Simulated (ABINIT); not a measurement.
# Beyond one shot: KF (Carobbiite), part 3 of 3

Aim: iterate the self-energy on KF (Carobbiite) and follow the gap from cycle to cycle.

ABINIT 10.8.3; LDA and many-body steps on it, plane waves. Known limits of the many-body steps: not at the basis limit; coarse k mesh.

So far. Step 10 (evGW, cycle 1): Against G0W0 in ABINIT (4×4×4 mesh, 43 bands, screening to 106.1 eV, Godby-Needs plasmon pole), the gap moves by +1.585 eV. Step 13 (evGW, cycle 2): Against the cycle before, the gap moves by +0.123 eV.

### Step 15. Screening, 4×4×4 mesh, 43 bands, screening to 106.1 eV

This step: RPA screening on LDA from quasiparticle energies, plane waves, norm-conserving pseudopotentials.

File run.abi:

```
acell 3*1.0 Angstrom
rprim 
  -0.000000000000 2.671850000000 2.671850000000
  2.671850000000 -0.000000000000 2.671850000000
  2.671850000000 2.671850000000 0.000000000000
ntypat 2
znucl 19 9
natom 2
typat 1 2
xred 
  0.000000000000 0.000000000000 0.000000000000
  0.500000000000 0.500000000000 0.500000000000
pp_dirpath "pseudos"
pseudos "K.upf, F.upf"
ecut 36
ngkpt 4 4 4
nshiftk 1
shiftk 0 0 0
kptopt 1
chksymbreak 0
istwfk *1
occopt 1
irdwfk 1
optdriver 3
nband 43
ecuteps 3.9
inclvkb 2
awtr 1
symchi 1
irdqps 1
gwcalctyp 10
nqptdm 7
qptdm 
  0.2500000000 0.0000000000 0.0000000000
  0.5000000000 0.0000000000 0.0000000000
  0.2500000000 0.2500000000 0.0000000000
  0.5000000000 0.2500000000 0.0000000000
  -0.2500000000 0.2500000000 0.0000000000
  0.5000000000 0.5000000000 0.0000000000
  -0.2500000000 0.5000000000 0.2500000000
indata_prefix "in"
outdata_prefix "out"
tmpdata_prefix "tmp"
```

File mrgscr.stdin:

```
2
merged
q0_SCR
out_SCR
1
```

On the command line:

```bash
$ OMP_NUM_THREADS=1 mpirun -n 4 abinit run.abi > log; mrgscr < mrgscr.stdin
```

Numbers of over 12 decimals in the logs are rounded to 6 here.

The log of the run:

```text
.Version 10.8.3 of ABINIT. v10.8.2 released Aug 2026.

 Symmetries : space group Fm -3 m (#225); Bravais cF (face-center cubic)
[... echo of the input left out ...]
== DATASET  1 ==================================================================
-   mpi_nproc: 4, omp_nthreads: 1 (-1 if OMP is not activated)

--- !DatasetInfo
iteration_state: {dtset: 1, }
dimensions: {natom: 2, nkpt: 8, mband: 43, nsppol: 1, nspinor: 1, nspden: 1, mpw: 2685, }
cutoff_energies: {ecut:  36.0, pawecutdg:  -1.0, }
[...]
q-point number  1        q = ( 0.250000, 0.000000, 0.000000) [r.l.u.]
--------------------------------------------------------------------------------
[... chi0 elements left out ...]
  Average fulfillment of the sum rule on Im[epsilon] for q-point    2 :     72.69  [%]

--------------------------------------------------------------------------------
  q-point number  2        q = ( 0.500000, 0.000000, 0.000000) [r.l.u.]
--------------------------------------------------------------------------------
[... chi0 elements left out ...]
  Average fulfillment of the sum rule on Im[epsilon] for q-point    3 :     63.60  [%]

 [... 5 further q-points ...]
```

Elapsed: 8.9 s, on 4 MPI ranks of Arm Neoverse N1, shared host; peak memory 0.43 GiB; 35 s of CPU time.

This step gave:

- plasma frequency: 24.05 eV
- plane waves in the screening matrix: 113

This screening reads the quasiparticle levels of the cycle before.

### Step 16. evGW, cycle 3

This step: evGW on LDA, plane waves, norm-conserving pseudopotentials.

Changes to run.abi since step 15:

```diff
@@ -23,12 +23,10 @@
 irdwfk 1
-optdriver 3
+optdriver 4
 nband 43
-ecuteps 3.9
-inclvkb 2
-awtr 1
-symchi 1
-irdqps 1
 gwcalctyp 10
-nqptdm 7
-qptdm 
+ecutsigx 36
+symsigma 1
+nkptgw 8
+kptgw 
+  0.0000000000 0.0000000000 0.0000000000
   0.2500000000 0.0000000000 0.0000000000
@@ -40,2 +38,15 @@
   -0.2500000000 0.5000000000 0.2500000000
+bdgw 
+  1 12
+  1 12
+  1 12
+  1 12
+  1 12
+  1 12
+  1 12
+  1 12
+ecuteps 3.9
+irdscr 1
+ppmodel 1
+irdqps 1
 indata_prefix "in"
```

On the command line:

```bash
$ OMP_NUM_THREADS=1 mpirun -n 4 abinit run.abi > log
```

The log of the run:

```text
.Version 10.8.3 of ABINIT. v10.8.2 released Aug 2026.

 Symmetries : space group Fm -3 m (#225); Bravais cF (face-center cubic)
[... echo of the input left out ...]
== DATASET  1 ==================================================================
-   mpi_nproc: 4, omp_nthreads: 1 (-1 if OMP is not activated)

--- !DatasetInfo
iteration_state: {dtset: 1, }
dimensions: {natom: 2, nkpt: 8, mband: 43, nsppol: 1, nspinor: 1, nspden: 1, mpw: 2685, }
cutoff_energies: {ecut:  36.0, pawecutdg:  -1.0, }
[...]
.  kptgw no:  3; Maximum DeltaE = (  -0.116   0.005) for band index:  1
[...]
.  kptgw no:  7; Maximum DeltaE = (  -0.057   0.001) for band index:  1
.  kptgw no:  8; Maximum DeltaE = (  -0.083  -0.009) for band index:  1

== END DATASET(S) ==============================================================
================================================================================

 -outvars: echo values of variables after computation  --------
           etotal      0.0000000000E+00
            nband          43
             nkpt           8
          spgroup         225
 [... the other variables as echoed above ...]

 Calculation completed.
```

Elapsed: 36 s, on 4 MPI ranks; peak memory 0.9 GiB; 2.4 min of CPU time.

Numbers from this step:

| Item | Value |
| --- | --- |
| quasiparticle gap on the mesh | 11.55 eV |
| gap of the density functional on the mesh | 5.822 eV |
| k of the valence top | 0, 0, 0 |
| k of the conduction bottom | 0, 0, 0 |
| least direct quasiparticle gap on the computed points | 11.55 eV |

Against the cycle before, the gap moves by +0.015 eV.

### Step 17. Screening, 4×4×4 mesh, 43 bands, screening to 106.1 eV

This step: RPA screening on LDA, plane waves, norm-conserving pseudopotentials.

File run.abi:

```
acell 3*1.0 Angstrom
rprim 
  -0.000000000000 2.671850000000 2.671850000000
  2.671850000000 -0.000000000000 2.671850000000
  2.671850000000 2.671850000000 0.000000000000
ntypat 2
znucl 19 9
natom 2
typat 1 2
xred 
  0.000000000000 0.000000000000 0.000000000000
  0.500000000000 0.500000000000 0.500000000000
pp_dirpath "pseudos"
pseudos "K.upf, F.upf"
ecut 36
ngkpt 4 4 4
nshiftk 1
shiftk 0 0 0
kptopt 1
chksymbreak 0
istwfk *1
occopt 1
irdwfk 1
optdriver 3
nband 43
ecuteps 3.9
inclvkb 2
awtr 1
symchi 1
gwcalctyp 10
mbpt_sciss 6.214 eV
nqptdm 1
qptdm 
  0 0 0
indata_prefix "in"
outdata_prefix "out"
tmpdata_prefix "tmp"
```

The log of the run:

```text
.Version 10.8.3 of ABINIT. v10.8.2 released Aug 2026.

 Symmetries : space group Fm -3 m (#225); Bravais cF (face-center cubic)
[... echo of the input left out ...]
== DATASET  1 ==================================================================
-   mpi_nproc: 4, omp_nthreads: 1 (-1 if OMP is not activated)

--- !DatasetInfo
iteration_state: {dtset: 1, }
dimensions: {natom: 2, nkpt: 8, mband: 43, nsppol: 1, nspinor: 1, nspden: 1, mpw: 2685, }
cutoff_energies: {ecut:  36.0, pawecutdg:  -1.0, }
[...]
[... chi0 elements left out ...]
 For q-point:  0.000010 0.000020 0.000030
  dielectric constant =   1.6786
  dielectric constant without local fields =   1.8063

  Average fulfillment of the sum rule on Im[epsilon] for q-point    1 :     51.50  [%]
[... wings left out ...]
== END DATASET(S) ==============================================================
================================================================================

 -outvars: echo values of variables after computation  --------
           etotal      0.0000000000E+00
            nband          43
             nkpt           8
          spgroup         225
 [... the other variables as echoed above ...]

 Calculation completed.
```

It took 4.2 s on 4 MPI ranks; peak memory 0.36 GiB; 17 s of CPU time.

Numbers from this step:

| Quantity | Value |
| --- | --- |
| ε∞ with local fields, on this mesh, along the program's q direction | 1.679 |
| the same without local fields | 1.806 |
| plasma frequency | 24.05 eV |
| plane waves in the screening matrix | 113 |

This screening uses the functional's bands under a rigid shift, the mean opening of the cycle before.

### Step 18. Screening, 4×4×4 mesh, 43 bands, screening to 106.1 eV

This step: RPA screening on LDA from quasiparticle energies, plane waves, norm-conserving pseudopotentials.

Changes to run.abi since step 17:

```diff
@@ -29,7 +29,13 @@
 symchi 1
+irdqps 1
 gwcalctyp 10
-mbpt_sciss 6.214 eV
-nqptdm 1
+nqptdm 7
 qptdm 
-  0 0 0
+  0.2500000000 0.0000000000 0.0000000000
+  0.5000000000 0.0000000000 0.0000000000
+  0.2500000000 0.2500000000 0.0000000000
+  0.5000000000 0.2500000000 0.0000000000
+  -0.2500000000 0.2500000000 0.0000000000
+  0.5000000000 0.5000000000 0.0000000000
+  -0.2500000000 0.5000000000 0.2500000000
 indata_prefix "in"
```

mrgscr.stdin is that of step 15.

On the command line:

```bash
$ OMP_NUM_THREADS=1 mpirun -n 4 abinit run.abi > log; mrgscr < mrgscr.stdin
```

The log of the run:

```text
.Version 10.8.3 of ABINIT. v10.8.2 released Aug 2026.

 Symmetries : space group Fm -3 m (#225); Bravais cF (face-center cubic)
[... echo of the input left out ...]
== DATASET  1 ==================================================================
-   mpi_nproc: 4, omp_nthreads: 1 (-1 if OMP is not activated)

--- !DatasetInfo
iteration_state: {dtset: 1, }
dimensions: {natom: 2, nkpt: 8, mband: 43, nsppol: 1, nspinor: 1, nspden: 1, mpw: 2685, }
cutoff_energies: {ecut:  36.0, pawecutdg:  -1.0, }
[...]
q-point number  1        q = ( 0.250000, 0.000000, 0.000000) [r.l.u.]
--------------------------------------------------------------------------------
[... chi0 elements left out ...]
  Average fulfillment of the sum rule on Im[epsilon] for q-point    2 :     72.72  [%]

--------------------------------------------------------------------------------
  q-point number  2        q = ( 0.500000, 0.000000, 0.000000) [r.l.u.]
--------------------------------------------------------------------------------
[... chi0 elements left out ...]
  Average fulfillment of the sum rule on Im[epsilon] for q-point    3 :     63.62  [%]

 [... 5 further q-points ...]
```

Wall time 8.9 s (4 MPI ranks); peak memory 0.43 GiB; 35 s of CPU time.

This step gave:

* plasma frequency: 24.05 eV
* plane waves in the screening matrix: 113

This screening reads the quasiparticle levels of the cycle before.

### Step 19. evGW, cycle 4

This step: evGW on LDA, plane waves, norm-conserving pseudopotentials.

Changes to run.abi since step 18:

```diff
@@ -23,12 +23,10 @@
 irdwfk 1
-optdriver 3
+optdriver 4
 nband 43
-ecuteps 3.9
-inclvkb 2
-awtr 1
-symchi 1
-irdqps 1
 gwcalctyp 10
-nqptdm 7
-qptdm 
+ecutsigx 36
+symsigma 1
+nkptgw 8
+kptgw 
+  0.0000000000 0.0000000000 0.0000000000
   0.2500000000 0.0000000000 0.0000000000
@@ -40,2 +38,15 @@
   -0.2500000000 0.5000000000 0.2500000000
+bdgw 
+  1 12
+  1 12
+  1 12
+  1 12
+  1 12
+  1 12
+  1 12
+  1 12
+ecuteps 3.9
+irdscr 1
+ppmodel 1
+irdqps 1
 indata_prefix "in"
```

On the command line:

```bash
$ OMP_NUM_THREADS=1 mpirun -n 4 abinit run.abi > log
```

The log of the run:

```text
.Version 10.8.3 of ABINIT. v10.8.2 released Aug 2026.

 Symmetries : space group Fm -3 m (#225); Bravais cF (face-center cubic)
[... echo of the input left out ...]
== DATASET  1 ==================================================================
-   mpi_nproc: 4, omp_nthreads: 1 (-1 if OMP is not activated)

--- !DatasetInfo
iteration_state: {dtset: 1, }
dimensions: {natom: 2, nkpt: 8, mband: 43, nsppol: 1, nspinor: 1, nspden: 1, mpw: 2685, }
cutoff_energies: {ecut:  36.0, pawecutdg:  -1.0, }
[...]
.  kptgw no:  3; Maximum DeltaE = (   0.035  -0.029) for band index:  1
[...]
.  kptgw no:  7; Maximum DeltaE = (   0.002   0.048) for band index:  2
.  kptgw no:  8; Maximum DeltaE = (   0.001   0.031) for band index:  2

== END DATASET(S) ==============================================================
================================================================================

 -outvars: echo values of variables after computation  --------
           etotal      0.0000000000E+00
            nband          43
             nkpt           8
          spgroup         225
 [... the other variables as echoed above ...]

 Calculation completed.
```

Wall time 37 s (4 MPI ranks); peak memory 0.9 GiB.

Numbers from this step:

```yaml
quasiparticle_gap_on_the_mesh: 11.55 eV
gap_of_the_density_functional_on_the_mesh: 5.822 eV
k_of_the_valence_top: 0, 0, 0
k_of_the_conduction_bottom: 0, 0, 0
least_direct_quasiparticle_gap_on_the_computed_points: 11.55 eV
```

Against the cycle before, the gap moves by +0.001 eV.

### Step 20. Side by side

Times are wall times on 4 MPI ranks of Arm Neoverse N1, shared host, good to a factor of about two. A run's time includes the screening step that it read.

```csv
run,mesh,bands,screening cutoff (eV),DFT gap (eV),gap on the mesh (eV),direct (eV),ε∞ used,time
G0W0,4×4×4,43,106.1,5.822,9.830,9.830,1.95,14 s
"evGW0, cycle 1",4×4×4,43,106.1,5.822,10.562,10.562,1.95,47 s
"evGW0, cycle 2",4×4×4,43,106.1,5.822,10.455,10.455,1.95,46 s
"evGW0, cycle 3",4×4×4,43,106.1,5.822,10.451,10.451,1.95,47 s
"evGW, cycle 1",4×4×4,43,106.1,5.822,11.415,11.415,1.71,49 s
"evGW, cycle 2",4×4×4,43,106.1,5.822,11.538,11.538,1.68,50 s
"evGW, cycle 3",4×4×4,43,106.1,5.822,11.553,11.553,1.68,50 s
"evGW, cycle 4",4×4×4,43,106.1,5.822,11.554,11.554,1.68,50 s
```

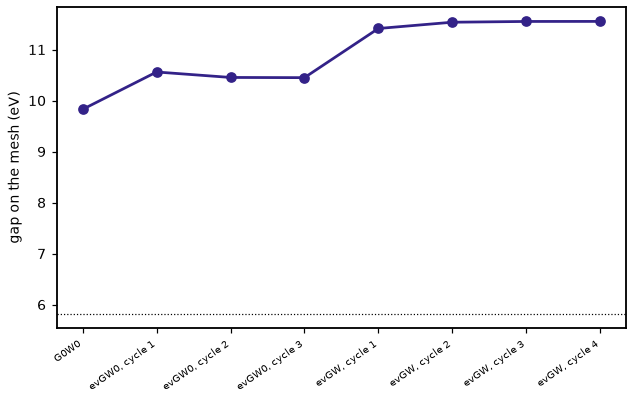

The gap through the cycles; the dotted line is the starting gap.

### Step 21. Outcome

| Quantity | Value |
| --- | --- |
| G0W0 | 9.830 eV |
| evGW0, cycle 1 | 10.562 eV |
| evGW0, cycle 2 | 10.455 eV |
| evGW0, cycle 3 | 10.451 eV |
| evGW, cycle 1 | 11.415 eV |
| evGW, cycle 2 | 11.538 eV |
| evGW, cycle 3 | 11.553 eV |
| evGW, cycle 4 | 11.554 eV |
| known limits | not at the basis limit; coarse k mesh |

What this shows: Only the bands that the input lists are updated; the others, empty or deep, keep the functional's energies or take a rigid shift. The evGW loop starts from the last levels of evGW0, so its cycles and time come on top of those. evGW0 ends at 10.45 eV, +0.62 eV from G0W0, after 3 cycles that took 1.8 min beside the first screening; the last moved the gap by 0.004 eV. evGW ends at 11.55 eV, +1.72 eV from G0W0, after 4 cycles that took 3.3 min beside the first screening; the last moved the gap by 0.001 eV. The first cycle of evGW0 takes the full correction, without the factor Z, so it overshoots the one-shot value. Bands and cutoff are finite, so the gap is not at the basis limit. The miss can reach some tenths of an eV and take either sign; the mesh is an error of its own. The 4×4×4 mesh is coarse for this cell, which bears on the long-range parts of exchange and screening. In the updated screening the q = 0 part is built from Kohn-Sham bands under a rigid shift, the other q from the quasiparticle levels.

[Paths, hosts, dates, memory and timing lines, banners, echoed tables and standing remarks are left out of the program output.]

[Logs are printed without paths, hosts, clocks, repeated set-up lines and the standing remarks that a program may print on its own settings, such as how far it seeks lower states.]

[Runs of the session that timed out or met a known fault of the program may be left out.]

[Hosts, paths, dates, database ids (printed as entryN), source tags and the programs' standing remarks are cut or masked in the printed files.]

[G0W0 gaps are taken among the corrected bands and points alone; a level outside them can change the order at an edge.]

[Where Ansatz stands beside ABINIT at settings called matched, ABINIT's density can come from a denser mesh and the files from another edition; pairs whose starting gaps differed by over 0.03 eV were left out, so agreement reads better than it is.]
